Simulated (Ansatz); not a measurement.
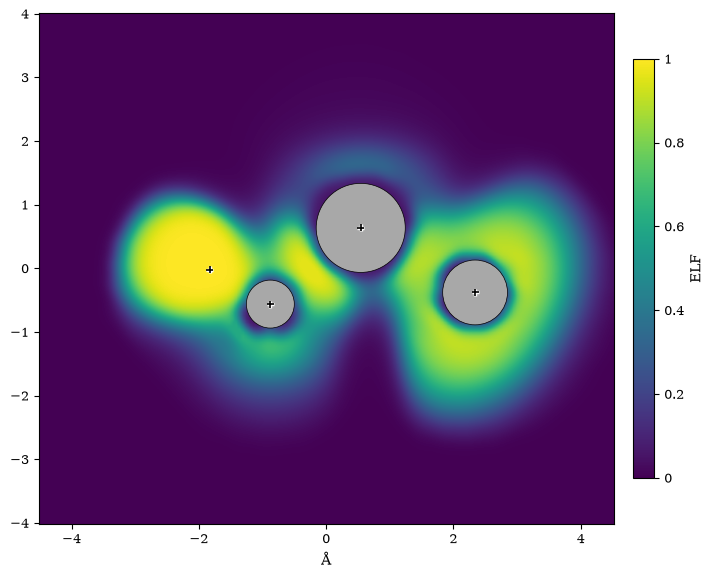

The ELF on a plane through atoms (crosses mark nuclei in the plane; grey discs cover the cores).

These are results of RKS B3LYP-D4/6-31G* in Ansatz, not measurements.

Candidates:
A. CH$_{5}$BS···H$_{2}$
B. CH$_{3}$Cl$_{3}$Si

**Which system is this?**

Candidate B: CH$_{3}$Cl$_{3}$Si on the plane of atoms C2, Si1 and Cl8, which holds Si, C, H and Cl. C–Si (1.86 Å): the ELF peaks at about 0.95 between the atoms, as expected for a covalent bond. Si–Cl (2.06 Å): the ELF peaks at about 0.90 between the atoms, as expected for a shared but strongly polarised pair.
